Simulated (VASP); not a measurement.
Band structure of VH$_{2}$ (space group I4_1/amd). Computed with PBE GGA, VASP's PBE PAW potentials (set 64) (plane waves; VASP).

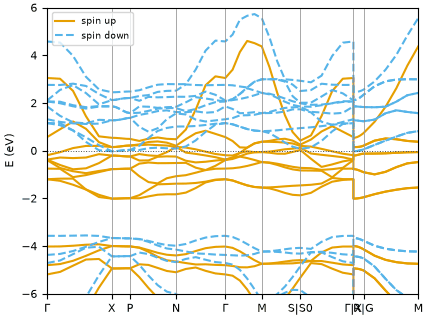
Figure: Bands along high-symmetry lines, zero at the valence-band maximum or, without a gap, the Fermi level

Task: Read the plot: is there a gap, and where are the band edges?

Result: It has no gap at this level: it comes out as a metal or semimetal.

The structure was generated: VH2 was put into an ordered model structure, which need not be its known phase. The cell was not relaxed at this level. The k-mesh is coarse (spacing up to 0.47 per Å, 2π included), so the numbers may not be converged in it.
